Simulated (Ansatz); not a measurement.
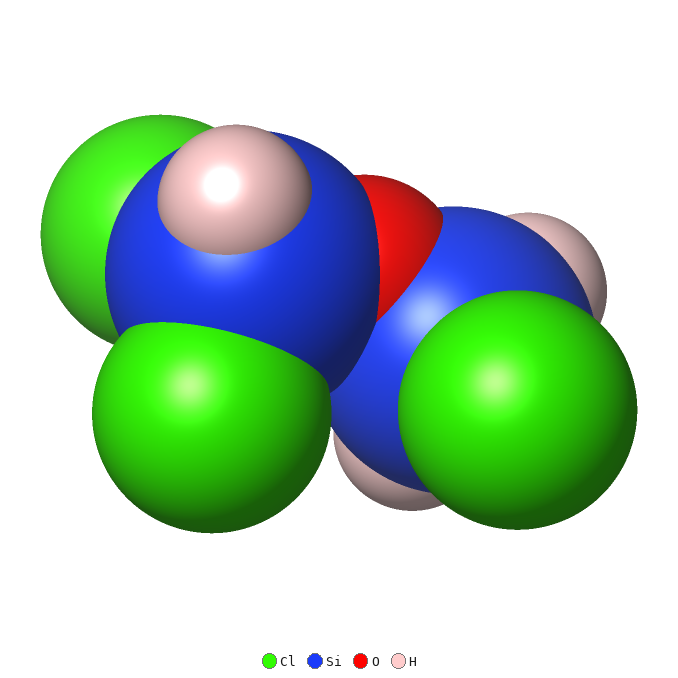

Computed geometry: PBE-D4/def2-SVP optimisation. No frequency run is at hand to confirm it as a minimum.

Give the structural formula.

SMILES: Cl[SiH2]O[SiH](Cl)Cl

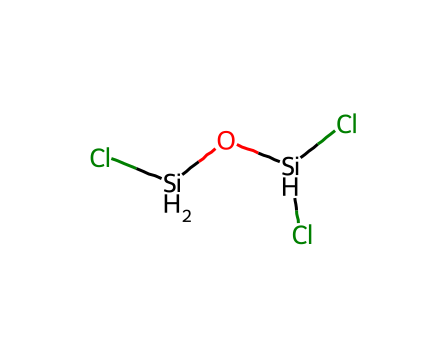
